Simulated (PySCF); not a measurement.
```xyz
12

Si    2.0372    0.3235    0.2995
C     0.2154    0.0229    0.0944
C    -0.6827   -0.5599    1.0045
C    -1.9076   -0.5457    0.3674
Si   -1.1938    0.2722   -1.1790
H     2.3191    1.7594    0.1756
H     2.4796   -0.1471    1.6152
H     2.7773   -0.3925   -0.7476
H    -0.4519   -0.9356    1.9919
H    -2.8468   -0.9095    0.7491
H    -1.1409   -0.5353   -2.3956
H    -1.6038    1.6470   -1.4572
```

Geometry: GFN2-xTB.

These are results of UKS B3LYP, pcH-1 on C H Si, non-relativistic, mean-field spin-orbit, GIAO (PySCF 2.14.0, density-fitted response routines), not measurements.

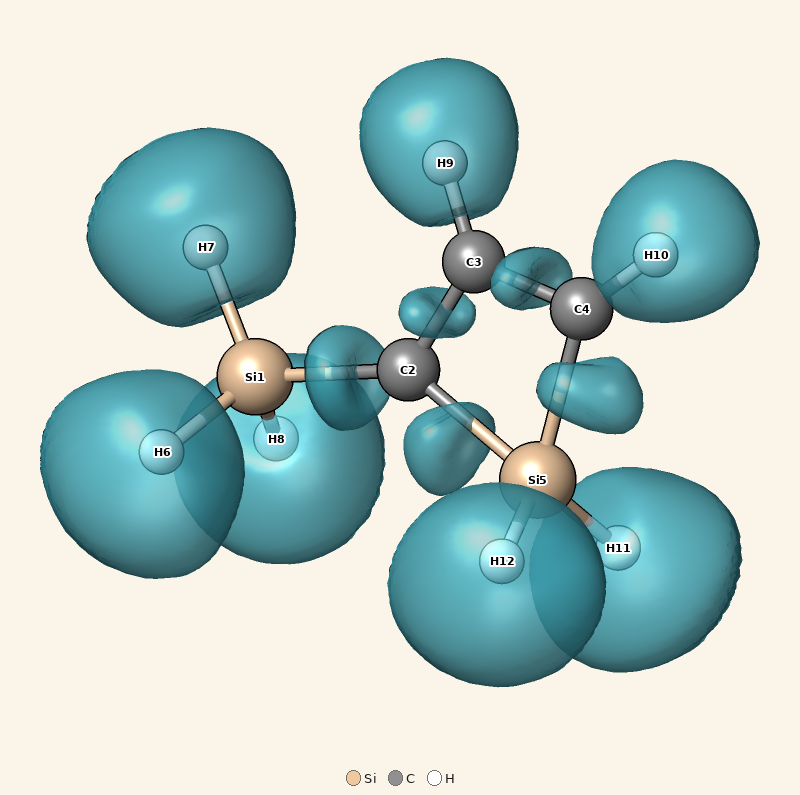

C3H7Si2 (SMILES [SiH3][C]1C=C[SiH2]1) (doublet). Isosurface of the electron localisation function at 0.85 (cyan), seen at a tilt. Only the valence region is drawn (cores and ρ < 0.01 e/Å³ removed).

What do the ELF domains correspond to?

At this value the surface marks out two regions between bonded C–C atoms (shared pairs), three regions between bonded C–Si atoms (shared pairs) and seven regions around hydrogen nuclei. Profiles from the grid: C–C (1.38 Å): the ELF peaks at about 0.95 between the atoms: localised, covalent bonding. C–Si (1.86 Å): the ELF peaks at about 0.95 between the atoms: a shared electron pair.
